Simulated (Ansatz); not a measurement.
# Doping YCu (Pm-3m) with electrons and holes, part 4 of 5

Wanted: the effect of band filling on phonon scattering in YCu (Pm-3m).

Ansatz 0.2.0; DFT PBEsol, scalar-relativistic, plane waves, PAW; PAW set soft_1.

So far, log mean phonon energy ħω_log (meV): step 3 (electron–phonon run: q 2×2×2, k 6×6×6, scattering 12×12×12) 11.2; step 4 (added electrons per cell -0.2) 9.70; step 5 (added electrons per cell 0.2) 9.31; step 6 (added electrons per cell -0.4) 10.3. The relaxed cell has a = 3.423 Å (conventional setting).

### 7. Coupling and resistivity: 0.4 electrons added a cell on a uniform background

Added charge moves the Fermi level through the bands.

input.yaml

```yaml
crystal:
  lattice:
    - [3.4226369354, 0.0, 0.0]
    - [0.0, 3.4226369354, 0.0]
    - [0.0, 0.0, 3.4226369354]
  atoms:
    - { symbol: "Y", position: [0.0, 0.0, 0.0] }
    - { symbol: Cu, position: [0.5, 0.5, 0.5] }
total_charge: -0.4
kpoints:
  mp_grid: { grid: [6, 6, 6] }
hamiltonian:
  xc: pbesol
  pseudopotentials: { kind: paw, azcp: { folder: soft_1 }, xc_functional: pbe }
scf:
  occupations: { method: methfessel_paxton, width: 0.2 }
output:
  eigenvalues: true
phonons:
  method: dfpt
  qmesh: [2, 2, 2]
  temperatures: { t_max: 1000, t_step: 50 }
  qpath:
    path:
      - [[0.0, 0.0, 0.0], [0.0, 0.5, 0.0], [0.5, 0.5, 0.0], [0.0, 0.0, 0.0], [0.5, 0.5, 0.5], [0.0, 0.5, 0.0]]
      - [[0.5, 0.5, 0.5], [0.5, 0.5, 0.0]]
    npoints: 10
  electrical_resistivity:
    mesh: [12, 12, 12]
    temperatures: [20.0, 50.0, 77.0, 100.0, 150.0, 200.0, 300.0, 400.0, 600.0, 800.0]
```

Command:

```console
> ansatz run input.yaml --threads 4 --pin off --max-ram 12288MiB --backend cpu --events-out ev --progress --plain --runs-dir out
```

Numbers of over 12 decimals in the logs are rounded to 6 here.

What it wrote:

```text
[the first part of the log is left out]
  E_xc         = -250.606660
  E_vxc        = -300.069138  (∫ρ·V_xc dr)
  E_paw        = -4544.829483  (= ΣΔE_a)
  E_vpaw       = -783.968058  (= ΣTr[D̂ρ^β])
  E_aug_tail   = 0.001023  (compensation charges beyond the density's cutoff)
  E_ewald      = -3581.963867
  E_core_change = 0.354976  (= ΣΔE_core)
  E_smearing   = -0.000198  (= −TS)
  E_closure    = -0.000000  (closes the sum)
  E_deformation_potential = -7.929580  (in the stress; not in F)
  Σ components = -10379.225003   (vs F -10379.225003, Δ=0.00e0)
--- Band table (eV; the first three rows and the last of 20) ---
  k-point 0: bands = ["-99.9210", "-57.4359", "-57.4359", "-57.4359", "-29.7741", "-9.6125", "-9.6125", "-9.6125", "5.8707", "8.8679", "8.8679", "9.6793", "9.6793", "9.6793", "13.0431", "13.0431", "17.5500", "17.5500", "17.5500", "18.6752", "18.6752", "18.6752", "24.6139", "26.4822"]
  k-point 1: bands = ["-99.9210", "-57.4362", "-57.4359", "-57.4359", "-29.7636", "-9.7494", "-9.6013", "-9.6013", "6.3399", "8.9705", "9.0121", "9.6642", "9.6642", "9.7004", "12.9969", "13.0058", "16.1004", "16.1004", "17.5437", "17.6696", "20.4281", "20.4281", "24.1567", "25.3459"]
  k-point 2: bands = ["-99.9210", "-57.4368", "-57.4359", "-57.4359", "-29.7425", "-10.0119", "-9.5787", "-9.5787", "7.5833", "9.1925", "9.2707", "9.6384", "9.6384", "9.7431", "11.8931", "12.9171", "14.8122", "14.8122", "17.5307", "17.8385", "22.3115", "22.7278", "22.7278", "24.9908"]
  k-point 19: bands = ["-99.9208", "-57.4369", "-57.4369", "-57.4369", "-29.6526", "-9.9862", "-9.9862", "-9.9862", "9.4356", "9.4356", "9.4356", "10.0037", "10.0037", "10.7575", "10.7575", "10.7575", "14.1609", "19.0772", "19.0772", "19.1642", "19.1642", "19.1642", "24.0786", "24.0786"]
--- Phonons (Γ-DFPT): 2 representative perturbations + reference (Σ response iterations 10) ---
  ASR residual: 1.051e-4 → 0.000e0 eV/Å²; symmetrization residual: 6.687e-8 eV/Å²
  ASR residual per site (eV/Å²): 3.06e-5 1.05e-4
  Γ frequencies (cm⁻¹): 0.00 0.00 0.00 147.66 147.66 147.66
--- Phonons (arbitrary-q DFPT): 4 irreducible q on the 2×2×2 mesh ---
  q = [0.0000, 0.0000, 0.0000] (star 1, of the zone-centre solve; hermiticity 4.50e-8, symmetrization 1.41e-12): -0.00 0.00 0.00 147.66 147.66 147.66
  q = [0.0000, 0.0000, -0.5000] (star 3, 4 solved perturbations in 208 linear systems a pass and spin channel, the states on 64 of 216 k-point pairs; hermiticity 4.07e-10, symmetrization 1.42e-10): 88.23 96.86 96.86 115.91 115.91 168.40
  q = [0.0000, -0.5000, -0.5000] (star 3, 4 solved perturbations in 208 linear systems a pass and spin channel, the states on 64 of 216 k-point pairs; hermiticity 7.27e-9, symmetrization 6.90e-13): -24.61 -24.61 48.36 108.01 155.18 155.18
  q = [-0.5000, -0.5000, -0.5000] (star 1, 2 solved perturbations on 40 of 216 k-point pairs; hermiticity 1.75e-12, symmetrization 3.11e-12): 74.81 74.81 74.81 159.55 159.55 159.55
  sum rule: each row above includes the acoustic sum rule's correction from the zone centre's row sums; it moved no ω² by more than (0.67 cm⁻¹)²
  mesh force constants: q→R imaginary residual 1.20e-17; ASR residual 1.051e-4 → 0.000e0 eV/Å²; symmetrization residual 3.553e-15 eV/Å²
  interpolated dispersion: 62 rows × 6 modes
  density of states and harmonic sums: on the 18×18×18 q-mesh, interpolated from the force constants of a 2×2×2 supercell (no non-analytic term)
  largest difference from the sums on the solved wave vectors: F 2.56e-1 eV, S 3.51e-4 and C_V 9.51e-5 eV/K
  zero-point energy: 0.038427 eV/cell   skipped modes (ω ≤ 0): 13, of them read as no rigid motion or as one in doubt: 10 (2.160e-2 modes/cell left out, lowest -24.61 cm⁻¹)   left out of the sums: 3.69e-3 of the cell's modes: C_V's classical limit lies that fraction below 3 k_B per atom; for a crystal, a wire or a layer, F and S can be off by more, and a phonons.interpolated_qmesh denser along its periods is the remedy for the sampling
Error: electrical resistivity: the mode of lowest frequency at the wavevector [0.0000, -0.5000, -0.5000] is imaginary, -24.61 cm⁻¹ (written negative): the force constants describe an unstable lattice; relax the structure, enlarge phonons.supercell (under dfpt, kpoints.mp_grid), or, with a block electrical_resistivity or superconductivity, name a file of force constants under which the crystal is stable (phonons.electron_phonon_force_constants)
The harmonic force constants that this run solved are whole in <dir>
```

Elapsed: 15 s, on 4 threads of Arm Neoverse V2, shared host; peak memory 0.59 GiB.

The run ended with an error.

The program's message: “electrical resistivity: the mode of lowest frequency at the wavevector [0.0000, -0.5000, -0.5000] is imaginary, -24.61 cm⁻¹ (written negative): the force constants describe an unstable lattice; relax …”

The run stops because a mode is imaginary on the scattering mesh, where no scattering rate is defined; denser k meshes, other smearings and, between solved wavevectors, finer q meshes show whether the instability is real.

### 8. Resistivity: 0.1 holes added a cell on a uniform background

Added charge moves the Fermi level through the bands.

Changes to input.yaml since step 7:

```diff
@@ -8,3 +8,3 @@
     - { symbol: Cu, position: [0.5, 0.5, 0.5] }
-total_charge: -0.4
+total_charge: 0.1
 kpoints:
```

What it wrote:

```text
[...]
Crystal: 2 atoms, lattice volume = 40.094 Å³
Basis set: ecut = 420 eV, 751 PW (Γ), exchange–correlation on 48×48×48 points (8 copies of the dense FFT grid, shifted against one another)
Bands: 19, of which v1, the nominal top of the filled ones, is band 15 counted from 1 (14 counted from 0)
Symmetry: 48 space group operations
k-points: 20 of 216
[...]
SCF iter   1: F=—  HF=-10392.310116 eV  |F-HF|=—  |Δ(HF+E_count)|=         —  Δρ=6.50e-1  dr2=1.38e2  ethr=3.10e-3  ⟨swp⟩=4.2  Hψ=1449  notcnv=0
[...]
SCF iter  12: F=-10385.576366 eV  HF=-10385.576366 eV  |F-HF|=1.82e-12  |Δ(HF+E_count)|=  8.00e-11  S|Δr|=    0.00e0  Δρ=1.80e-7  dr2=5.36e-12  ethr=1.00e-12  ⟨swp⟩=4.8  Hψ=1884  notcnv=0
SCF 1 converged in 12 iterations: F = -10385.576366 eV  dr2 = 5.36e-12
[...]
SCF iter   1: F=—  HF=-10392.310116 eV  |F-HF|=—  |Δ(HF+E_count)|=         —  Δρ=6.50e-1  dr2=1.38e2  ethr=3.10e-3  ⟨swp⟩=4.2  Hψ=1449  notcnv=0
[...]
SCF iter  12: F=-10385.576366 eV  HF=-10385.576366 eV  |F-HF|=1.82e-12  |Δ(HF+E_count)|=  8.00e-11  S|Δr|=    0.00e0  Δρ=1.80e-7  dr2=5.38e-12  ethr=1.00e-12  ⟨swp⟩=2.5  Hψ=1254  notcnv=0
SCF 2 converged in 12 iterations: F = -10385.576366 eV  dr2 = 5.38e-12
[...]
SCF converged after 12 iterations
[...]
Free energy (F): -10385.576366 eV
[...]
Internal energy: -10385.575140 eV  (E = F + TS)
E sigma→0 (E₀):  -10385.576060 eV
Entropy (-TS):   -0.001226 eV (-0.613 meV/atom)
Fermi energy:    12.475165 eV
[...]
--- Band table (eV; the first three rows and the last of 20) ---
  k-point 0: bands = [... 11 lower, 9.7624, 9.7624, 9.7624, 13.1690, 13.1690, 17.6214, 17.6214, 17.6214]
  k-point 1: bands = [... 11 lower, 9.7477, 9.7477, 9.7832, 13.1307, 13.1358, 16.2168, 16.2168, 17.6154]
  k-point 2: bands = [... 11 lower, 9.7226, 9.7226, 9.8252, 12.0459, 13.0573, 14.9396, 14.9396, 17.6028]
  k-point 19: bands = [... 11 lower, 10.0769, 10.0769, 10.9302, 10.9302, 10.9302, 14.3424, 19.1310, 19.1310]
[...]
ASR residual: 6.503e-5 → 0.000e0 eV/Å²; symmetrization residual: 2.301e-8 eV/Å²
  ASR residual per site (eV/Å²): 6.50e-5 9.79e-6
  Γ frequencies (cm⁻¹): 0.00 0.00 0.00 147.91 147.91 147.91
--- Phonons (arbitrary-q DFPT): 4 irreducible q on the 2×2×2 mesh ---
[...]
interpolated dispersion: 62 rows × 6 modes
[...]
--- Electrical resistivity: potentials and phonons of a 2×2×2 supercell ---
[...]
at the Fermi level of each mesh (of a tensor a third of its trace):
[...]
12×12×12                     0.5673              5.2235    0.4058    0.4368          10.193
          6×6×6                     0.5776              5.2760    0.4043    0.4140          10.263
          3×3×3                     0.8460              4.5090    0.4908    0.5470          11.439
  resistivity on the deck's mesh, µΩ·cm:
[...]
20.00     1.2555e-1              no     1.2555e-1     1.2555e-1     1.2555e-1       2.0884e-1         1.3464e-1
     50.00      1.7139e0              no      1.7139e0      1.7139e0      1.7139e0        1.9415e0          1.6505e0
     77.00      3.6333e0              no      3.6333e0      3.6333e0      3.6333e0        3.8742e0          3.4638e0
    100.00      5.2727e0              no      5.2727e0      5.2727e0      5.2727e0        5.5199e0          5.0138e0
    150.00      8.6944e0              no      8.6944e0      8.6944e0      8.6944e0        8.9902e0          8.2534e0
    200.00      1.1985e1              no      1.1985e1      1.1985e1      1.1985e1        1.2356e1          1.1372e1
    300.00      1.8393e1              no      1.8393e1      1.8393e1      1.8393e1        1.8939e1          1.7452e1
    400.00      2.4714e1              no      2.4714e1      2.4714e1      2.4713e1        2.5447e1          2.3454e1
    600.00      3.7370e1              no      3.7370e1      3.7370e1      3.7370e1        3.8511e1          3.5476e1
    800.00      5.0248e1              no      5.0248e1      5.0248e1      5.0248e1        5.1903e1          4.7717e1
[...]
not converged in the mesh (λ_tr; the resistivity at 20 K by 11.16 %; the resistivity at 50 K by 8.22 %; the resistivity at 77 K by 7.47 %; the resistivity at 100 K by 7.33 %; the resistivity at 150 K by 7.26 %; the resistivity at 200 K by 7.22 %; the resistivity at 300 K by 7.09 %; the resistivity at 400 K by 6.96 %; the resistivity at 600 K by 6.74 %; the resistivity at 800 K by 6.57 %): between neighbouring meshe [...]
  vibrations of 8 cells: unjudged by the run; compare a larger repeat
[...]
```

It took 30 s on 4 threads; peak memory 0.69 GiB; 1.8 min of CPU time.

Numbers from this step:

```
zero point energy                                 : 0.03982 eV/cell
highest frequency, solved or plainly interpolated : 166.7 cm⁻¹
Debye temperature (second moment)                 : 211 K
resistivity at 300 K                              : 18.39 μΩ cm
coupling constant λ                               : 0.4058
density of states at the Fermi level              : 0.5673 states/eV a spin and cell
log mean phonon energy ħω_log                     : 10.19 meV
transport coupling constant λ_tr                  : 0.4368, 0.4368, 0.4368 (xx, yy, zz)
Drude plasma energy                               : 5.224, 5.224, 5.224 eV (xx, yy, zz)
resistivity times mean free path                  : 11.07, 11.07, 11.07 × 10⁻¹⁶ Ω m² (xx, yy, zz)
second-moment phonon energy ħω₂                   : 12.34 meV, from the broadened α²F curve
coupling λ by branch                              : 0.123, 0.1, 0.0543, 0.0302, 0.0449, 0.0532 (branches by rank of frequency)
```

The Eliashberg function α²F has structure finer than the step of the table below, so its rows give means over 2 meV, whole bins alone (the curve runs from 0.081 to 20.6 meV). Peaks (meV: height): α²F 7.5: 0.306, 16.9: 0.153, 20.3: 0.560; α²F tr 7.5: 0.362, 20.4: 0.646.

The Eliashberg function α²F by phonon energy; means over each step:

| phonon energy (meV) | α²F | α²F tr |
| --- | --- | --- |
| 2 | 5.6e-4 | 1.7e-4 |
| 4 | 0.00582 | 0.00343 |
| 6 | 0.112 | 0.122 |
| 8 | 0.229 | 0.261 |
| 10 | 0.126 | 0.134 |
| 12 | 0.0924 | 0.0989 |
| 14 | 0.0593 | 0.0688 |
| 16 | 0.107 | 0.107 |
| 18 | 0.132 | 0.127 |

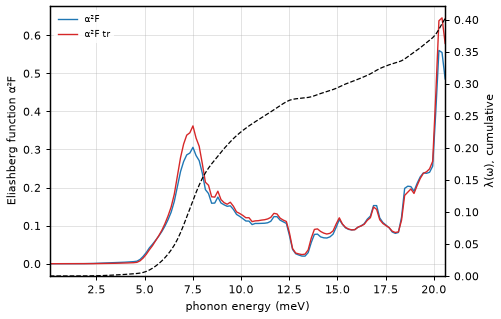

Eliashberg function α²F against phonon energy. The dashed line is the running λ.

Resistivity, by row:

| T (K) | ρ_xx (μΩ cm) | ρ_yy | ρ_zz | ρ by Ziman's lowest order, mean | ρ by relaxation times, mean | within 2 % of the coarser mesh |
| --- | --- | --- | --- | --- | --- | --- |
| 20 | 0.1256 | 0.1256 | 0.1256 | 0.2088 | 0.1346 | no |
| 50 | 1.714 | 1.714 | 1.714 | 1.942 | 1.651 | no |
| 77 | 3.633 | 3.633 | 3.633 | 3.874 | 3.464 | no |
| 100 | 5.273 | 5.273 | 5.273 | 5.52 | 5.014 | no |
| 150 | 8.694 | 8.694 | 8.694 | 8.99 | 8.253 | no |
| 200 | 11.98 | 11.98 | 11.98 | 12.36 | 11.37 | no |
| 300 | 18.39 | 18.39 | 18.39 | 18.94 | 17.45 | no |
| 400 | 24.71 | 24.71 | 24.71 | 25.45 | 23.45 | no |
| 600 | 37.37 | 37.37 | 37.37 | 38.51 | 35.48 | no |
| 800 | 50.25 | 50.25 | 50.25 | 51.9 | 47.72 | no |

By its own test the run is not converged in the mesh. λ = 0.406 and 18.4 μΩ cm at 300 K, against 0.361 and 17.8 in the neutral cell (+12.3 % and +3.4 %). N(E_F) moves by +3.7 % and the coupling-weighted phonon energy by -6.9 %; λ goes as N/ω², which would give +19.6 % if the matrix elements stayed. The run's own test puts 7 % between its two finest meshes on the component of the resistivity at 300 K that moves most, more than that change; on the next coarser mesh the mean ρ changes by +9.6 % between the two runs, against +3.4 % on the finest.

(Continued in part 5 of 5.)

[Logs are printed without paths, hosts, clocks, repeated set-up lines and the standing remarks that a program may print on its own settings, such as how far it seeks lower states.]

[Hosts, paths, dates, database ids (printed as entryN), source tags and the programs' standing remarks are cut or masked in the printed files.]
